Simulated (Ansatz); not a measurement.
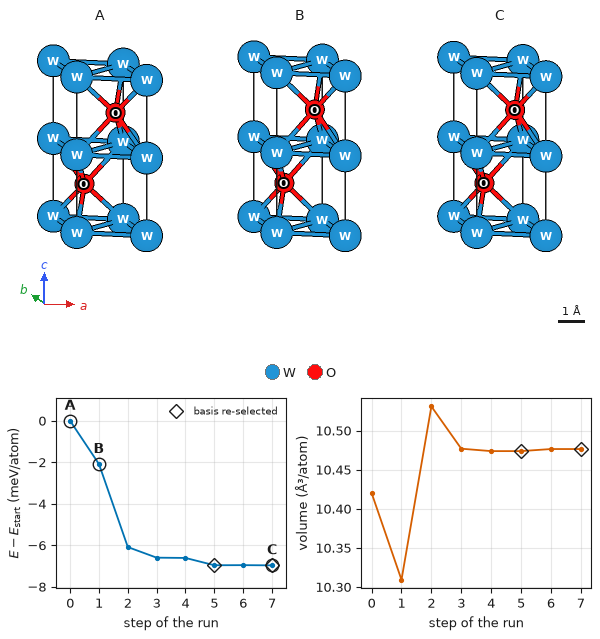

Frames of a relaxation of a crystal of WO (built on the nickel arsenide type), marked on the history of the run. The picture is a ball-and-stick view of the cell of the calculation, seen slightly off an axis.

The calculation used DFT PBEsol, scalar-relativistic, plane waves, PAW in Ansatz 0.2.0. Set-up: plane-wave cutoff 420 eV; k-point mesh 18 × 18 × 8; occupations gaussian; smearing width 0.1 eV; no spin polarisation; cell and atoms relaxed; force threshold 0.01 eV/Å; at most 80 steps.

Question: What happens along the run?

Answer: No atom moves by more than 0.005 Å relative to the cell. Cell: a = b 2.775 → 2.751 Å (−0.9 %), c 6.248 → 6.395 Å (+2.3 %). Volume +0.5 %. Near-neighbour distances that change, for instance: W–W 3.124 → 3.198 Å, W–W 2.775 → 2.751 Å, O–W 2.238 → 2.253 Å. The space group stays P6_3/mmc (No. 194). After 5 accepted moves (7 points after the start) the energy has fallen by 7.0 meV per atom. All forces vanish by symmetry, so only the cell relaxes. The pressure goes from 0.30 to 0.00 GPa. The SCF was repeated twice at an unchanged geometry on a basis and grid sized afresh for the cell, which shifted the energy by 0.4 meV per atom at most. From step 0 to 1: volume −1.1 %, energy −2.1 meV per atom. From step 1 to 7: volume +1.6 %, energy −4.9 meV per atom.
